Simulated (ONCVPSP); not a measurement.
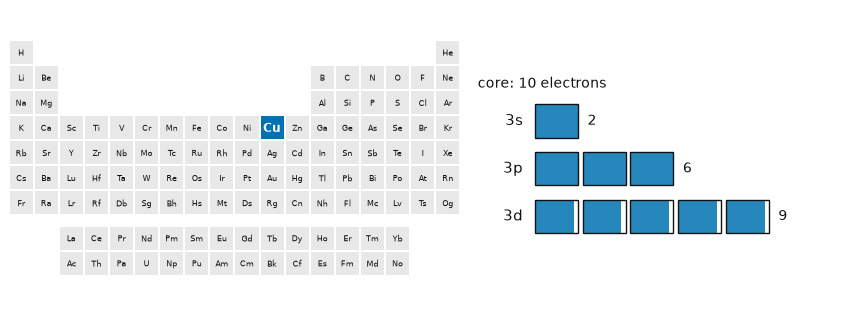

Left, the place of copper in the periodic table; right, the valence shells of the reference configuration: a box for each of the 2l + 1 orbitals, shaded by the share of the shell that is filled, with the electron count at the right. The shells are those of the unaltered input.

# Cu: pseudopotential generation

- system: copper (Cu, Z = 29), core [Ne], reference valence 3s2 3p6 3d9 (an ion of charge +2), valence charge 19. (This line and the method describe the unaltered input from which the odd one was made.)
- method: ONCV potential, LDA (Perdew-Zunger), scalar-relativistic, made with ONCVPSP 4.0.1

**Input file**
```
# ATOM AND REFERENCE CONFIGURATION
# atsym  z   nc   nv     iexc    psfile
  Cu 29.00    3    3        3      upf
#
#   n    l    f
    1    0    2.00
    2    0    2.00
    2    1    6.00
    3    0    2.00
    3    1    6.00
    3    2    9.00
#
# PSEUDOPOTENTIAL AND OPTIMIZATION
# lmax
    2
#
#   l,   rc,      ep,       ncon, nbas, qcut
    0    1.10    0.00    2    6    8.70
    1    0.90    0.00    4    7   14.30
    2    1.05    0.00    4    9   16.80
#
# LOCAL POTENTIAL
# lloc, lpopt,  rc(5),   dvloc0
    4    5    0.70   -1.00
#
# VANDERBILT-KLEINMAN-BYLANDER PROJECTORs
# l, nproj, debl
    0    3    3.90
    1    2    1.70
    2    3    2.40
#
# MODEL CORE CHARGE
# icmod, fcfact, rcfact
    3    2.50    1.25
#
# LOG DERIVATIVE ANALYSIS
# epsh1, epsh2, depsh
   -7.00    5.00    0.04
#
# OUTPUT GRID
# rlmax, drl
    6.00    0.01
#
# TEST CONFIGURATIONS
# ncnf
    4
# nvcnf
#   n    l    f
    4
    3    0    2.00
    3    1    6.00
    3    2   10.00
    4    0    1.00
#
    3
    3    0    2.00
    3    1    6.00
    3    2   10.00
#
    3
    3    0    2.00
    3    1    6.00
    3    2    8.00
#
    5
    3    0    2.00
    3    1    6.00
    3    2    9.00
    4    0    1.00
    4    1    1.00
#
```

Launched with:
```bash
oncvpsp.x < Cu.dat > Cu.out
```

**The program's output (extracts)**
```
ONCVPSP  (Optimized Norm-Conservinng Vanderbilt PSeudopotential)
scalar-relativistic version 4.0.1

ONCVPSP  (Optimized Norm-Conservinng Vanderbilt PSeudopotential)
scalar-relativistic version 4.0.1 03/01/2019

While it is not required under the terms of the GNU GPL, it is
suggested that you cite D. R. Hamann, Phys. Rev. B 88, 085117 (2013)
in any publication utilizing these pseudopotentials.

test_data: must have 3 <= ncon <= 5, l=   0
ERROR: test_data found   1 ERROR; stopping
```

**What the run reported**

```
quantity                      value
 outcome     refused by the program
hardware  1 CPU thread, shared host
```

**Diagnosis**

This input holds a deliberate fault: ncon of l = 0 set to 2. The generator stopped with the message “test_data: must have 3 <= ncon <= 5, l= 0”.
